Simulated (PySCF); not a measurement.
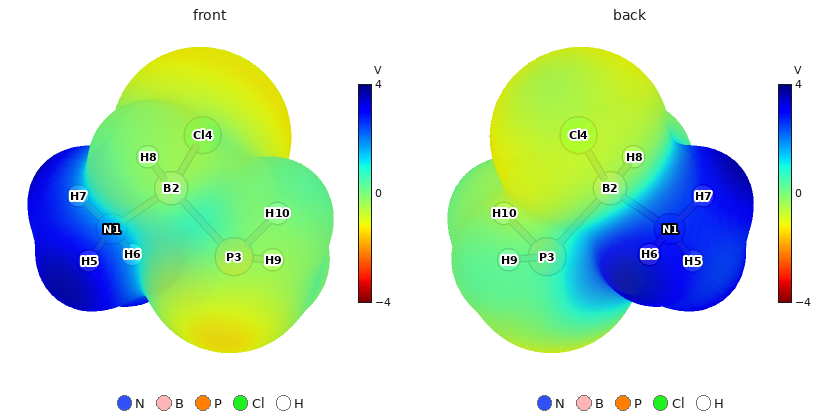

Figure 1: BClH₆NP. The electrostatic potential painted on the density surface at 0.004 e/bohr³, seen from the front and from behind; the colour scale runs from red (negative) to blue (positive).

Geometry: GFN2-xTB.

All numbers below come from B3LYP/def2-SVPD, SCF density, gas phase (PySCF).

```tsv
atom	x (Å)	y (Å)	z (Å)
N	-1.3051	-0.2746	0.0643
B	0.0901	0.5821	0.1132
P	1.5060	-0.7296	0.5366
Cl	0.1668	1.2810	-1.5869
H	-1.4861	-0.7295	0.9573
H	-1.2129	-0.9779	-0.6679
H	-2.0708	0.3504	-0.1816
H	-0.0205	1.4281	0.9327
H	1.7965	-1.1015	-0.7631
H	2.5449	0.1760	0.5728
```

### Describe the electrostatic potential map.

The most negative region (about −1.3 V, or −30 kcal/mol for a unit charge) lies over P3, the most positive (about +3.7 V, or +85 kcal/mol for a unit charge) over H5, H6 and H7.

### How polar is the molecule by this calculation?

Its dipole moment is 5.31 D.
